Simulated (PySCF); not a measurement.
C$_{5}$H$_{10}$ClFSi (charge +1): EPR calculation

C$_{5}$H$_{10}$ClFSi, charge +1, multiplicity 2, computed with UKS B3LYP, pcH-1 on C Cl F H Si, non-relativistic, mean-field spin-orbit, GIAO (PySCF 2.14.0).

It belongs to a series of runs on one base structure; here: electron removed.

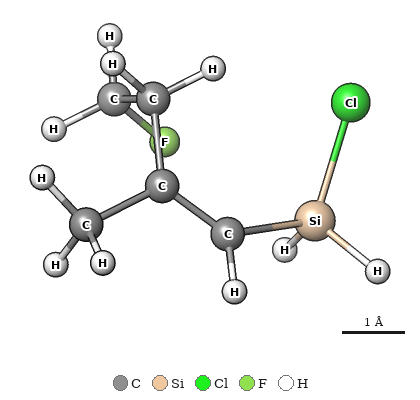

*The input geometry (ball-and-stick view, seen at a tilt).*

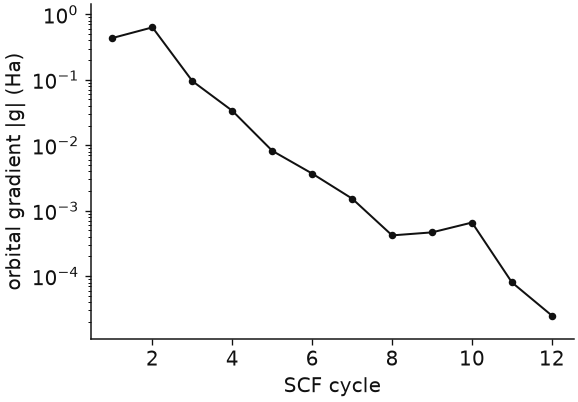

*Convergence of the self-consistent field: orbital gradient |g| against the SCF cycle.*

All cycles printed in the log are drawn one after another.

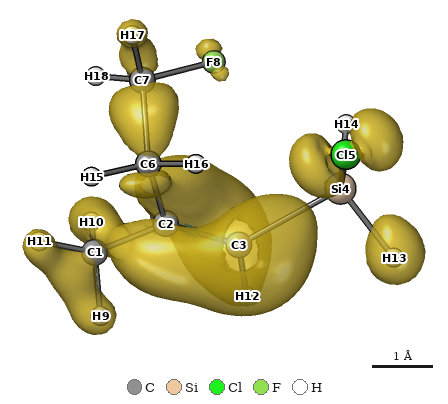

*Isosurfaces of the spin density at +0.015 (yellow) and −0.015 e/Å³ (cyan), seen at a tilt.*

The unpaired spin (1 electron) lies mostly on C3 (about 0.4) and C2 (about 0.2), in electrons by Hirshfeld's partition.

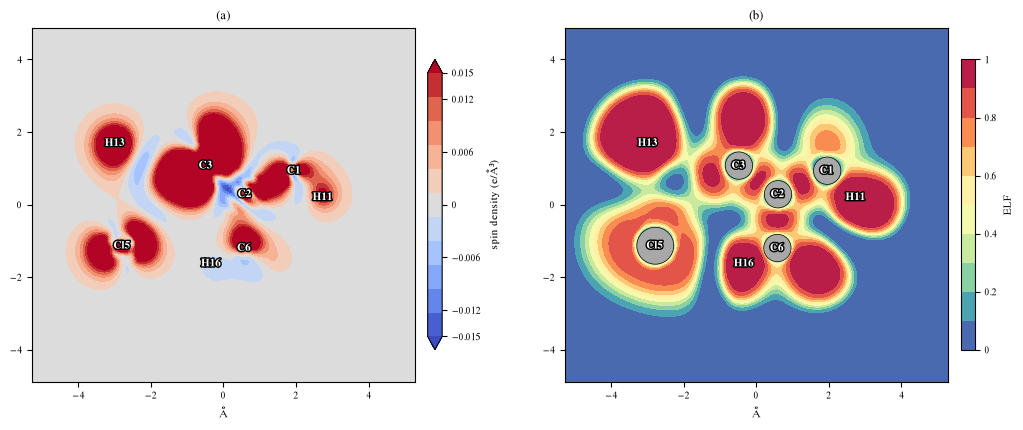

*(a) spin density; (b) electron localisation function on the plane of atoms C1, C2 and C3. Grey discs, where drawn, cover atomic cores.*

The section cuts through C, Cl and H sites. C–C (1.34 Å): the ELF peaks at about 0.95 between the atoms (a double or triple bond). C–C (1.49 Å): the ELF peaks at about 0.95 between the atoms (a shared electron pair). The unpaired spin (1 electron) lies mostly on C3 (about 0.4) and C2 (about 0.2), in electrons by Hirshfeld's partition.

These pictures come from the run below.

### Input
```
{"job": {"kind": "epr", "basis": "pcH-1"}, "charge": 1, "multiplicity": 2}
C     -0.668942    -1.920020    -0.670618
C     -0.104700    -0.783149     0.135730
C      1.222670    -0.646770     0.190716
Si     2.267101     0.982991     0.475410
Cl     1.434990     1.979848     1.996873
C     -1.096581     0.207745     0.653309
C     -1.424477     1.210475    -0.460250
F     -0.274729     1.856880    -0.834507
H     -0.142554    -2.843334    -0.437558
H     -0.536398    -1.739378    -1.738105
H     -1.731391    -2.041934    -0.478128
H      1.868424    -1.484516    -0.026400
H      3.501733     0.340816     0.939425
H      2.340277     1.715180    -0.773958
H     -2.024851    -0.279584     0.950067
H     -0.690428     0.744260     1.510740
H     -2.116806     1.971888    -0.087620
H     -1.832095     0.734920    -1.356783
```

The first line tells a small driver script what to run in PySCF; the rest is the geometry in Å.

Launched with:
```bash
OMP_NUM_THREADS=1 python <driver script> task.json out
```

### Output
```
UKS, coarse grid
  cycle   1  E = -1045.74954253  |g| = 4.35e-01
  cycle   2  E = -1045.67361569  |g| = 6.32e-01
  cycle   3  E = -1045.81475039  |g| = 9.54e-02
  cycle   4  E = -1045.81768297  |g| = 3.36e-02
  cycle   5  E = -1045.81826101  |g| = 8.22e-03
  cycle   6  E = -1045.81829812  |g| = 3.69e-03
  cycle   7  E = -1045.81830634  |g| = 1.53e-03
  cycle   8  E = -1045.81830718  |g| = 4.20e-04
UKS, final grid
  cycle   1  E = -1045.81824586  |g| = 4.67e-04
  cycle   2  E = -1045.81824576  |g| = 6.60e-04
  cycle   3  E = -1045.81824598  |g| = 8.03e-05
  cycle   4  E = -1045.81824598  |g| = 2.50e-05
E = -1045.81824598 Eh   <S^2> = 0.7541 (exact 0.7500)
g shifts (ppm)      1          2          3
  rmc          -156       -156       -156
  gc              3         26         28
  oz_so         697       2650       8697
  total         545       2521       8570
hyperfine (MHz)  atom isotope    a_iso     a_fc   dipolar eigenvalues
    0   13C       9.49       9.50     -6.44     -5.13     11.57
    1   13C      -0.33      -0.32    -27.59    -20.19     47.78
    2   13C      50.20      50.16    -50.63    -46.37     97.00
    3  29Si      21.02      21.25     -8.52      3.35      5.17
    4  35Cl       1.79       0.84    -11.77    -10.88     22.65
    5   13C      -5.86      -5.90     -5.22     -3.88      9.11
    6   13C      17.52      17.50     -5.49     -5.46     10.96
    7   19F       4.66       4.31    -13.86    -10.64     24.50
    8    1H      39.51      39.51     -5.28      1.02      4.26
    9    1H      54.82      54.82     -5.86     -4.17     10.03
   10    1H      29.17      29.16     -4.39     -1.02      5.41
   11    1H      14.89      14.88    -21.55     -6.40     27.94
   12    1H      76.93      76.93     -2.70     -1.00      3.70
   13    1H       5.69       5.68     -2.24     -2.02      4.27
   14    1H      13.36      13.35     -3.61     -2.86      6.47
   15    1H      -3.07      -3.06     -4.19     -1.32      5.50
   16    1H      25.28      25.28     -2.94     -1.39      4.34
   17    1H      -2.63      -2.64     -3.41     -0.41      3.81
```

### Key numbers

| quantity | value |
| --- | --- |
| outcome | converged |
| total energy | −1045.818246 hartree |
| ⟨S²⟩ | 0.754 |
| isotropic g | 2.0062 |
| hardware | 1 CPU thread, shared host |
| wall time | 4.4 min |
| peak memory | 1.2 GiB |
